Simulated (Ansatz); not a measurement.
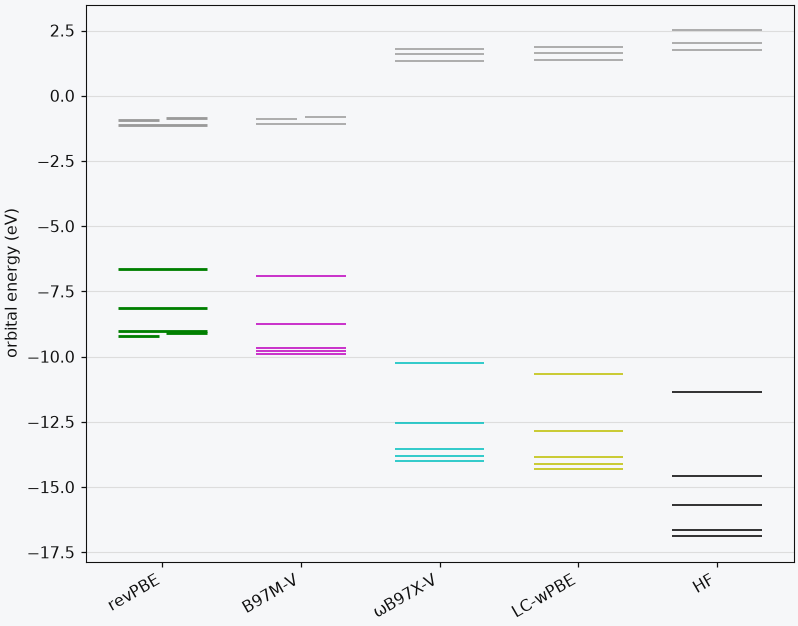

Frontier orbital energies (alpha spin) of SnHOF₂, SMILES [OH][Sn]([F])[F], doublet at one geometry, def2-TZVPP, the Ansatz code 0.2.0, at a PBE0-D4/def2-TZVP geometry (a minimum by its frequencies). Empty levels are grey, levels within 0.1 eV stand side by side; all columns show the same few orbitals around the gap. HOMO and LUMO mean the alpha set's.

**Compare the HOMO-LUMO separations.**

The separation grows from 5.51 eV (revPBE) to 13.10 eV (HF).

```csv
level,HOMO (eV),LUMO (eV),separation (eV)
revPBE,−6.65,−1.14,5.51
B97M-V,−6.90,−1.09,5.82
ωB97X-V,−10.23,1.32,11.55
LC-wPBE,−10.68,1.36,12.04
HF,−11.35,1.75,13.10
```

Caveats, for all or some of the runs: core potentials past krypton; empty levels above zero depend strongly on the basis; spin-orbit coupling is left out, and with Sn it can shift these levels and split any degenerate set.
